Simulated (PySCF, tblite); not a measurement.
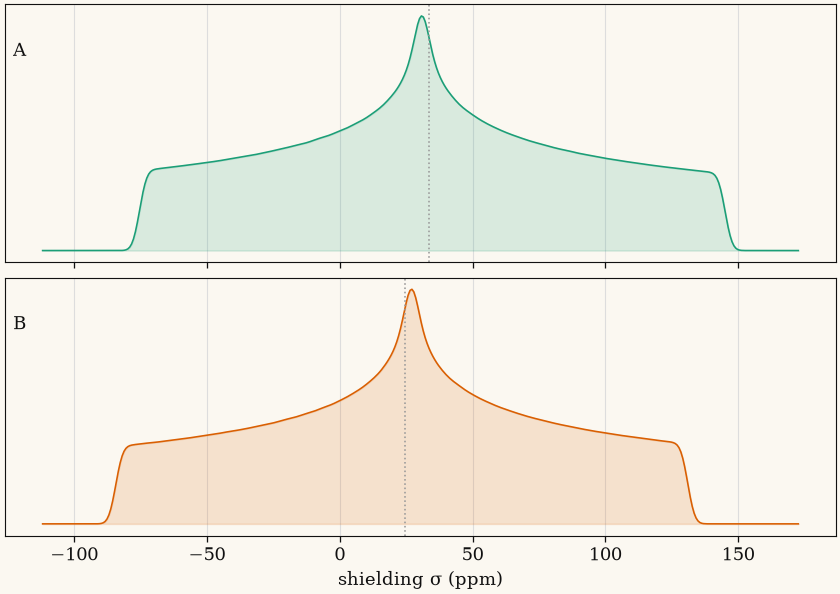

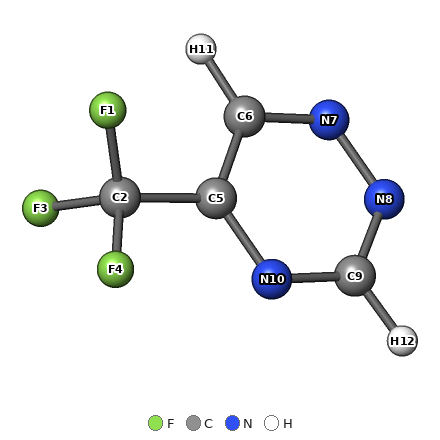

Static powder patterns (¹³C) from GIAO shielding tensors of C₄H₂F₃N₃, SMILES FC(F)(F)c1cnncn1, PBE0/pcSseg-1 in PySCF 2.14.0, at a GFN2-xTB geometry (a minimum by its frequencies); absolute shielding, one fixed geometry of the isolated molecule without any motion, no dipolar terms. The dotted line is the isotropic value; skew is 3(σiso − σ22)/span.

Q: The panels belong to C5 and C9. Which is which?

A: panel A: C5, σ11, σ22, σ33 = −75, 31, 145 ppm, isotropic 34, span 220 ppm, skew 0.04; panel B: C9, σ11, σ22, σ33 = −84, 27, 131 ppm, isotropic 25, span 215 ppm, skew −0.03.

Caveats: the tight-binding geometry is rougher than a DFT one and adds to the error.
